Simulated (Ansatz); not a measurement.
# The MXene Zr3C2 with Br ends: bands and core levels, part 2 of 4

Wanted: the XPS lines and the band structure of the MXene Zr3C2 with Br ends.

Ansatz 0.2.0; DFT, PBE, plane-wave PAW, default files, scalar-relativistic.

So far: The structure; Relaxing the atoms.

## (3) Bands by layer

This is the main run. States are solved along the surface zone's path and weighed by where they lie along the normal, since photoemission sees the top layers.

File input.yaml:

```yaml
crystal:
  lattice:
    - [3.4597443436, 0.0, 0.0]
    - [-1.7298721718, 2.9962264922, 0.0]
    - [0.0, 0.0, 23.5]
  atoms:
    - { symbol: Br, position: [0.6666666667, 0.3333333333, 0.6903011162] }
    - { symbol: Zr, position: [0.3333333333, 0.6666666667, 0.6060993963] }
    - { symbol: C, position: [0.0, 0.0, 0.5592612758] }
    - { symbol: Zr, position: [0.6666666667, 0.3333333333, 0.5] }
    - { symbol: C, position: [0.3333333333, 0.6666666667, 0.4407387242] }
    - { symbol: Zr, position: [0.0, 0.0, 0.3939006037] }
    - { symbol: Br, position: [0.6666666667, 0.3333333333, 0.3096988838] }
kpoints:
  mp_grid: { grid: [12, 12, 1] }
scf:
  occupations: { method: fermi_dirac, width: 0.05 }
  n_extra_bands: 8
hamiltonian:
  xc: pbe
  pseudopotentials: { kind: paw }
output:
  forces: true
  write_potential: true
  volumetric_format: []
  efg: { contact_densities: true }
  dos:
    projected: true
    de: 0.05
    e_range: [-30, 12]
    method: { smearing: { sigma: 0.15, scheme: gaussian } }
  eigenstates:
    kpoints:
      - [0.33333333, 0.33333333, 0.0]
      - [0.31666667, 0.31666667, 0.0]
      - [0.3, 0.3, 0.0]
      - [0.28333333, 0.28333333, 0.0]
      - [0.26666667, 0.26666667, 0.0]
      - [0.25, 0.25, 0.0]
      # [... 40 more points ...]
      - [0.36666667, 0.26666667, 0.0]
      - [0.35, 0.3, 0.0]
    e_range: [-8.0, 4.0]
    unfold:
      supercell_matrix: [[1, 0, 0], [0, 1, 0], [0, 0, 1]]
      layers:
        axis: 3
        edges: [0.148936, 0.423404, 0.447872, 0.552128, 0.576596, 0.851064]
```

Launch:

```console
$ ansatz run input.yaml --threads 4 --pin off --max-ram 6144MiB --backend cpu --events-out ev --progress --plain --runs-dir out
```

Numbers of over 12 decimals in the logs are rounded to 6 here.

The program printed:

```text
[...]
Zr: output.efg is read without spin–orbit coupling, which moves field gradients at and beside such atoms by some per cent and up to a factor of two; PAW files take it under magnetization.noncollinear and magnetization.spin_orbit
[...]
Crystal: 7 atoms, lattice volume = 243.605 Å³
Basis set: ecut = 420 eV, 4753 PW (Γ), exchange–correlation on 48×48×320 points (8 copies of the dense FFT grid, shifted against one another)
Bands: 37, of which v1, the nominal top of the filled ones, is band 29 counted from 1 (28 counted from 0)
Symmetry: 12 space group operations
[...]
k-points: 19 of 144
[...]
SCF iter   1: F=—  HF=-18627.924163 eV  |F-HF|=—  |Δ(HF+E_count)|=         —  Δρ=3.06e-3  dr2=3.16e-1  ethr=1.77e-3  ⟨swp⟩=8.3  Hψ=3656  notcnv=0  defer=1
[...]
SCF iter   7: F=-18627.891712 eV  HF=-18627.891712 eV  |F-HF|=6.79e-8  |Δ(HF+E_count)|=   4.89e-7  Δρ=3.50e-6  dr2=2.03e-8  ethr=1.72e-10  ⟨swp⟩=20.1  Hψ=6459  notcnv=0
SCF 1 converged in 7 iterations: F = -18627.891712 eV  dr2 = 2.03e-8
[...]
NSCF: frozen V_eff on 48 k-points
WARN: The input density's exchange-correlation potential varies sharply where the density is thin. Do not read a vacuum level from v_tot or v_xc, or from such a field of the output density. On a cell that repeats whose density bears no net charge and no dipole along the vacuum's axis use v_es (v_loc + v_h of the components); under efield.dipole_correction with no amplitude use v_es + v_field, which holds any external [...]
SCF converged after 7 iterations
Free energy (F): -18627.891712 eV
[...]
Internal energy: -18627.875713 eV  (E = F + TS)
E sigma→0 (E₀):  -18627.883712 eV
Entropy (-TS):   -0.015999 eV (-2.286 meV/atom)
Fermi energy:    4.231743 eV
[...]
--- Forces (eV/Å), atoms counted from 1 ---
  atom   1  Br    -0.00000000    -0.00000000     0.00030633
  atom   2  Zr     0.00000000     0.00000000    -0.00073590
  atom   3  C      0.00000000    -0.00000000    -0.00014693
  atom   4  Zr     0.00000000     0.00000000     0.00000000
  atom   5  C      0.00000000     0.00000000     0.00014693
  atom   6  Zr     0.00000000    -0.00000000     0.00073590
  atom   7  Br    -0.00000000     0.00000000    -0.00030633
  max |Σ_I F_I| component: 2.08e-17 eV/Å
--- PAW observables at the nuclei: V_zz in 10²¹ V/m², potentials from the cell's mean, atoms counted from 1 ---
  atom   1  Br V_zz =    +9.921385   η = 0.0000   by run symmetry: allowed
            electrostatic potential = -4903.823990 V   contact ρ = 293243.006534 e/Å³
  atom   2  Zr V_zz =    +2.944209   η = 0.0000   by run symmetry: allowed
            electrostatic potential = -5917.173326 V   contact ρ = 490518.702604 e/Å³
  atom   3  C  V_zz =    +0.618550   η = 0.0000   by run symmetry: allowed
            electrostatic potential = -411.576104 V   contact ρ = 869.420275 e/Å³
  atom   4  Zr V_zz =    -0.050892   η = 0.0000   by run symmetry: allowed
            electrostatic potential = -5917.820433 V   contact ρ = 490516.378605 e/Å³
  atom   5  C  V_zz =    +0.618550   η = 0.0000   by run symmetry: allowed
            electrostatic potential = -411.576104 V   contact ρ = 869.420275 e/Å³
  atom   6  Zr V_zz =    +2.944209   η = 0.0000   by run symmetry: allowed
            electrostatic potential = -5917.173326 V   contact ρ = 490518.702604 e/Å³
  atom   7  Br V_zz =    +9.921385   η = 0.0000   by run symmetry: allowed
            electrostatic potential = -4903.823990 V   contact ρ = 293243.006534 e/Å³
--- Band table (eV; the first three rows and the last of 19) ---
  k-point 0: bands = [... 25 lower, 1.8456, 2.4686, 2.4686, 4.2854, 4.2854, 5.0230, 5.4917, 5.4917, ... 4 higher]
  k-point 1: bands = [... 25 lower, 1.8190, 2.0544, 2.3367, 4.1082, 4.4393, 4.9501, 5.5230, 5.5784, ... 4 higher]
  k-point 2: bands = [... 25 lower, 1.5504, 1.7915, 2.1099, 3.5902, 4.8306, 4.8654, 5.5762, 5.7590, ... 4 higher]
  k-point 18: bands = [... 25 lower, 1.1126, 1.5268, 1.5268, 5.0899, 5.0899, 5.1716, 5.6775, 6.1432, ... 4 higher]
```

The job ended after 10 s (4 threads of Arm Neoverse V2, shared host; peak memory 0.75 GiB).

This step gave:

- zero of energy: Fermi level
- share of occupied states in no projected shell: 0.004 of the occupied states in the window
- DOS at the Fermi level: 2.024 states/eV/cell

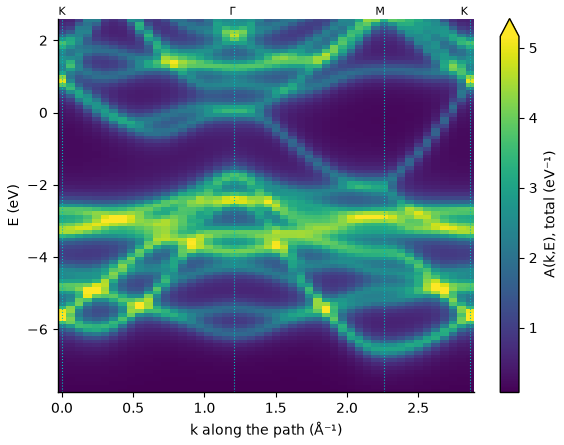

A(k,E), total over k along the path and E. Zero: Fermi level.

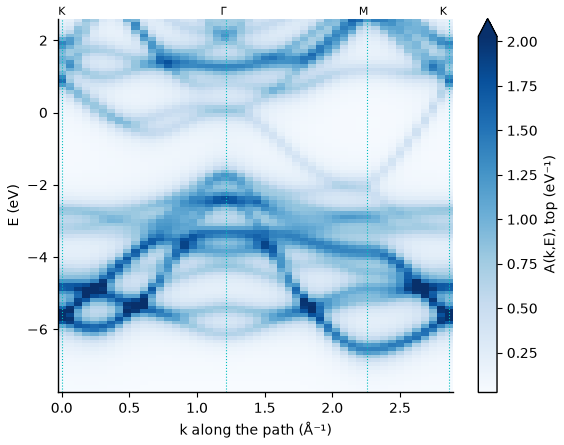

A(k,E), top over k along the path and E. Zero: Fermi level.

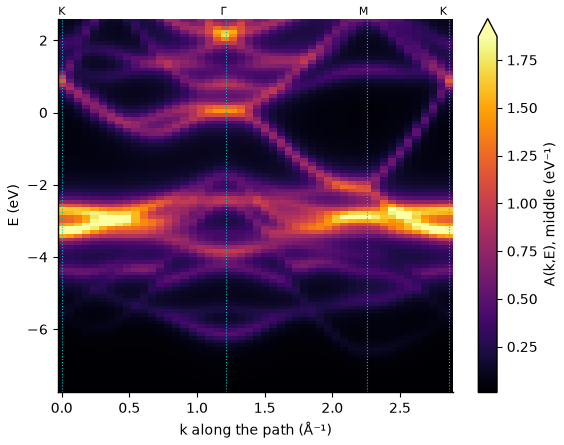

A(k,E), middle over k along the path and E. Zero: Fermi level.

Peaks of A(k,E) at the labelled points: for each region the eleven nearest the zero at most, each over 6 % of that point's highest, less those above the energy where the solved bands run out; weight and spread sum the levels within three half widths or 0.3 eV, so near peaks share levels. Peaks of the spectral function, the first 40 of 74 rows:

```
point  weight on  E (eV)  A (1/eV)  weight near the peak  rms spread of levels (eV)
    K      total   -5.62     6.024                     4                      0.066
    K      total   -4.82     3.938                     3                      0.207
    K      total    -4.4     2.535                     3                      0.207
    K      total   -3.26     4.643                     5                      0.271
    K      total   -2.72      3.93                     5                      0.271
    K      total    0.88     4.953                     4                      0.245
    K      total    1.44     2.691                     6                      0.463
    K      total     1.9     3.683                     3                       0.22
    K        top   -5.62     2.883                 1.935                      0.066
    K        top   -4.82     1.771                 1.132                      0.158
    K        top   -3.16     0.648                 0.812                      0.259
    K        top   -2.72     0.832                 0.812                      0.259
    K        top    0.88     1.536                 1.337                      0.262
    K        top    1.46     1.042                 1.493                      0.381
    K        top     1.9     1.395                 1.189                      0.223
    K     middle   -5.54     0.134                  0.06                      0.028
    K     middle   -4.38     0.542                 0.307                      0.126
    K     middle   -3.28     2.006                 2.146                      0.284
    K     middle   -2.72     1.679                 2.146                      0.284
    K     middle    0.88     1.163                 0.773                      0.132
    K     middle     1.9     0.387                 0.229                      0.179
    Γ      total   -6.12     1.799                     1                          0
    Γ      total   -5.42     1.878                     1                          0
    Γ      total   -4.22     2.554                     3                      0.195
    Γ      total   -3.84     4.077                     5                      0.355
    Γ      total   -3.34      3.99                     4                      0.259
    Γ      total    -2.4     5.147                     3                       0.04
    Γ      total   -1.78     3.773                     2                          0
    Γ      total    0.06     3.526                     2                          0
    Γ      total    0.82     2.493                     3                      0.221
    Γ      total    1.26     3.835                     3                      0.221
    Γ      total    2.16     4.709                     4                      0.214
    Γ        top   -6.12     0.639                 0.351                          0
    Γ        top   -5.42       0.8                 0.443                          0
    Γ        top   -4.24     0.824                 0.833                      0.204
    Γ        top   -3.84     1.107                 1.631                      0.375
    Γ        top   -3.34     1.505                 1.283                      0.251
    Γ        top    -2.4     1.845                 1.076                      0.038
    Γ        top   -1.78     1.273                 0.671                          0
    Γ        top    0.06     0.816                 0.449                          0
```

The DOS has structure finer than the step of the table below, so its rows give means over 2 eV, whole bins alone (the curve runs from -29.6 to 2.27 eV). Peaks (eV: height): total -27.5: 25.6, -26.7: 17.1, -16.2: 6.98, -2.8: 10.4; Br 4p -6.0: 2.96, -5.0: 4.32, -3.7: 3.41; Zr 4d -2.8: 3.61, -0.7: 1.62, 0.1: 1.89, 1.4: 4.55; C 2p -4.3: 1.62, -2.8: 4.99, 1.2: 0.673; C 2s -10.0: 3.83.

* holds the states left over by the projection beside any projected weight of its own. DOS against E, zero at the Fermi level; means over each step; 7 of 9 lines; values in states/eV/cell:

```
E (eV)   total    Br 4p    Zr 4d     C 2p     C 2s    Zr 5s   Zr 5p*
   -28    6.09   0.0198   0.0302   0.0786   0.0331   0.0259        0
   -26    2.91   5.8e-4   0.0143   0.0294  0.00477  0.00977        0
   -24       0        0        0        0        0        0        0
   -22       0        0        0        0        0        0        0
   -20       0        0        0        0        0        0        0
   -18  0.0126   3.7e-5   1.7e-4   2.0e-5        0  0.00197   1.0e-4
   -16    1.99   0.0121    0.104  0.00140   6.4e-5    0.103   0.0126
   -14       0        0        0        0        0        0        0
   -12  0.0564   3.2e-4  0.00124   2.3e-4   0.0265   0.0257  0.00134
   -10    1.94  0.00591    0.422  0.00751     1.19    0.239   0.0691
    -8       0   1.5e-5        0        0        0   1.7e-6        0
    -6    3.15     2.22    0.462    0.199   0.0241    0.171   0.0369
    -4    5.80     2.48     1.47     1.53   0.0365    0.150    0.117
    -2    3.44    0.488     1.38     1.46   0.0110   0.0168   0.0803
     0    1.58    0.123     1.24    0.164  0.00239   0.0115   0.0374
```

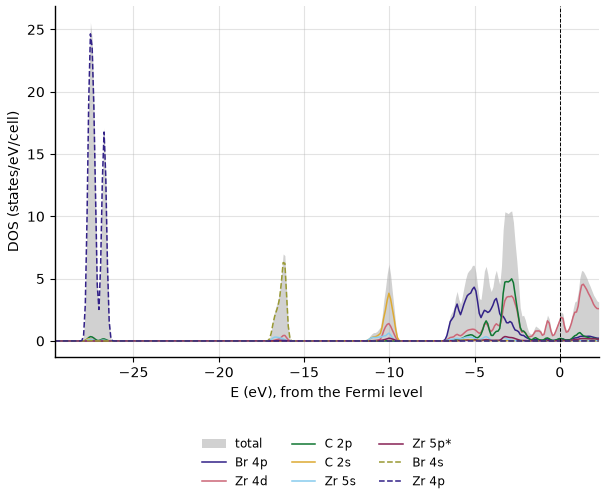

DOS, plotted against E.

Simulated valence spectra by photon energy, shown to 13 eV, since a deeper line would dwarf them at some energies; the 100 % can be that line's tail at the edge; this run's widths, added to any smearing of the DOS itself: Gaussian 0.45 eV, Lorentzian 0.1 eV plus 0.03 an eV of depth. Table of intensity by binding energy, zero at the Fermi level; values in % of the maximum within 13 eV:

```
binding energy (eV)  40.8 eV  250 eV  1486.7 eV  5950 eV
                  0     8.58    13.4       9.63     4.71
                  2     22.5    25.3       21.0     14.1
                  4     41.9    66.7       81.1     73.2
                  6     21.3    45.0       64.0     64.3
                  8     1.43    2.87       2.92     3.14
                 10     29.2    65.0       31.9     24.7
                 12     1.18    2.76       2.62     3.85
```

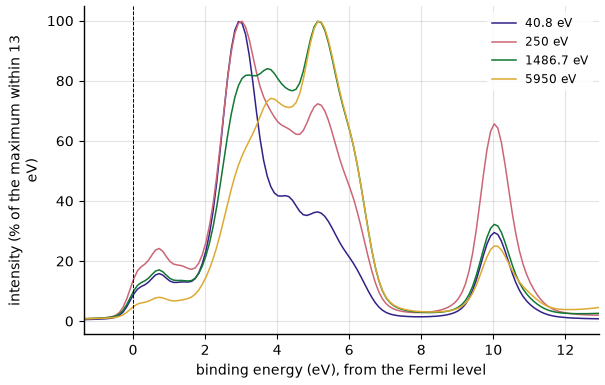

Intensity against binding energy.

Maxima picked by a test of local sharpness, so broad peaks and shoulders can be missing; peaks within 0.45 eV of a curve's cut are left out. Valence peaks, by row:

```
photon energy (eV)  binding energy (eV)  height (% of the maximum within 13 eV)  main shell  its share (%)
              40.8                27.35                                     170       Zr 4p          98.55
              40.8                16.25                                   7.434       Br 4s          61.95
              40.8                10.05                                   29.54        C 2s          66.96
              40.8                  5.1                                   36.36       Br 4p           51.1
              40.8                 2.95                                     100        C 2p          54.21
              40.8                  0.7                                   15.83       Zr 4d          79.45
               250                27.35                                     226       Zr 4p          98.75
               250                 16.3                                   63.15       Br 4s          92.23
               250                10.05                                   65.81        C 2s          72.74
               250                 5.15                                   72.42       Br 4p          67.39
               250                    3                                     100       Zr 4d          63.82
               250                  0.7                                   24.24       Zr 4d          88.76
              1487                27.35                                     532       Zr 4p          99.61
              1487                 16.3                                     101       Br 4s          95.11
              1487                10.05                                    32.3        C 2s          56.18
              1487                 5.15                                     100       Br 4p           83.1
              1487                 3.75                                   84.09       Br 4p          76.39
              1487                  0.7                                   17.08       Zr 4d           78.6
              5950                27.35                                   682.2       Zr 4p          99.63
              5950                 16.3                                   248.3       Br 4s          97.83
              5950                10.05                                   25.15        C 2s          48.83
              5950                 5.15                                     100       Br 4p          83.41
              5950                 3.85                                   74.23       Br 4p          87.83
              5950                 0.75                                    7.93       Zr 4d          49.79
```

The planar mean, electrostatic potential oscillates, so the rows of the table below give means over windows of 2.64 Å about each position, cut where the curve ends. Its maxima inside the range that stand out by 2 % of the span (Å: eV): 8.2: -3.15, 10.9: -5.14, 12.6: -5.14, 15.3: -3.15. Its minima: 7.3: -12.8, 9.3: -16.0, 11.8: -15.3, 14.2: -16.0, 16.2: -12.8.

From the Fermi level. Table of planar mean, electrostatic potential by z; means over each step:

```
z (Å)  planar mean, electrostatic potential (eV)
 1.32                                       3.96
 3.96                                       3.95
 6.60                                      -3.52
 9.24                                      -9.71
11.88                                      -9.12
14.52                                      -9.70
17.16                                      -2.37
19.80                                       3.95
22.44                                       3.96
```

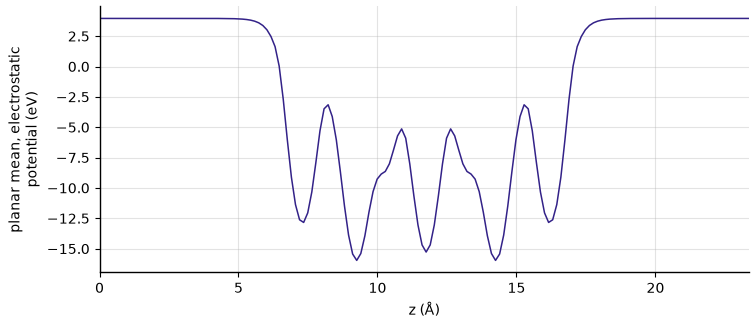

Planar mean, electrostatic potential against z.

The intensity has structure finer than the step of the table below, so its rows give means over 2.5 eV, whole bins alone (the curve runs from -29.6 to 1.38 eV). Peaks (eV: height): Br K-beta valence -4.83: 100.0; Br K-beta valence, E along x -4.22: 95.6; Br K-beta valence, E along y -4.22: 95.6; Br K-beta valence, E along z -5.12: 119; Br L3-N1 -16.32: 99.9.

Shapes are the site's partial DOS without matrix elements, which overweights lines from ligand s bands. The intensity by emission energy less the core level's binding energy, zero at the Fermi level; means over each step; 7 of 10 lines; values in % of the unpolarised maximum:

```
emission energy less the core level's binding energy (eV)  Br K-beta valence  Br K-beta valence, E along x  Br K-beta valence, E along y  Br K-beta valence, E along z  Br L3-N1  Zr L-beta2     C K
                                                    -27.5              0.893                         0.822                         0.822                          1.04     0.775        1.45    1.54
                                                    -25.0              0.797                         0.771                         0.771                         0.848     0.968       0.833   0.235
                                                    -22.5              0.888                         0.882                         0.882                         0.899      1.85       0.677  0.0479
                                                    -20.0               1.19                          1.19                          1.19                          1.17      5.47        1.01  0.0317
                                                    -17.5               1.81                          1.86                          1.86                          1.71      46.0        3.03  0.0472
                                                    -15.0               2.67                          2.70                          2.70                          2.61      41.0        3.72  0.0494
                                                    -12.5               4.50                          4.46                          4.46                          4.57      5.13        5.02  0.0693
                                                    -10.0               10.1                          10.1                          10.1                          10.2      2.26        16.3   0.247
                                                     -7.5               37.3                          37.3                          37.3                          37.1      1.51        14.8   0.670
                                                     -5.0               92.6                          87.7                          87.7                           103      3.12        51.7    13.0
                                                     -2.5               56.0                          61.0                          61.0                          46.0      1.04        80.2    45.3
                                                      0.0               15.7                          16.9                          16.9                          13.1     0.399        31.1    2.02
```

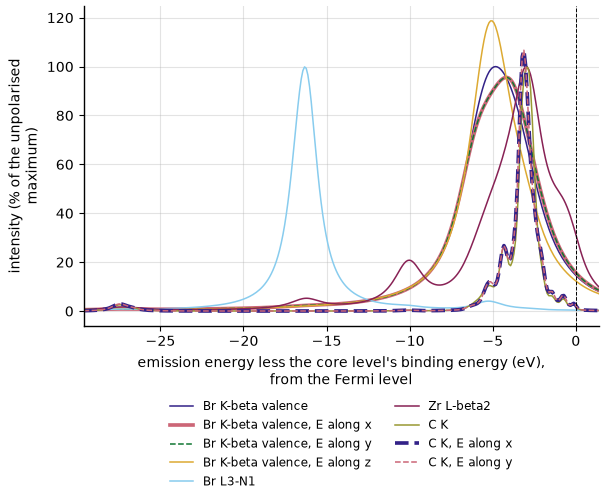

Intensity, plotted against emission energy less the core level's binding energy.

Sums over each group's atoms; left-over states aren't shared out by site. Site centres, by row:

```
       group  element  shell  occupied states  centre of occupied part (eV)  centre up to the window's top (eV)
     layer 1       Br     4s            1.851                        -15.89                              -15.72
     layer 1       Br     4p             5.27                        -4.693                              -4.382
     layer 2       Zr     5s           0.5125                        -9.829                              -9.254
     layer 2       Zr     4p            5.833                        -27.43                              -27.43
     layer 2       Zr     4d            2.918                        -4.511                              -1.753
     layer 3        C     2s            1.327                        -10.29                              -10.21
     layer 3        C     2p            3.372                        -3.993                              -3.542
 inner group       Zr     5s           0.4666                        -8.807                              -8.635
 inner group       Zr     4p            5.827                        -26.78                              -26.78
 inner group       Zr     4d             2.89                        -3.874                              -2.569
 inner group        C     2s            1.327                        -10.29                              -10.21
 inner group        C     2p            3.372                        -3.993                              -3.542
other layers       Zr     5s           0.5125                        -9.829                              -9.254
other layers       Zr     4p            5.833                        -27.43                              -27.43
other layers       Zr     4d            2.918                        -4.511                              -1.753
other layers       Br     4s            1.851                        -15.89                              -15.72
other layers       Br     4p             5.27                        -4.693                              -4.382
```

(Part 2 of 4 ends here.)

[Logs are printed without paths, hosts, clocks, repeated set-up lines and the standing remarks that a program may print on its own settings, such as how far it seeks lower states.]

[Hosts, paths, dates, database ids (printed as entryN), source tags and the programs' standing remarks are cut or masked in the printed files.]

[Maps of the electrostatic potential energy from Ansatz leave out the sawtooth potential of an applied field or a dipole correction, so their vacuum need not be flat; work functions include it.]
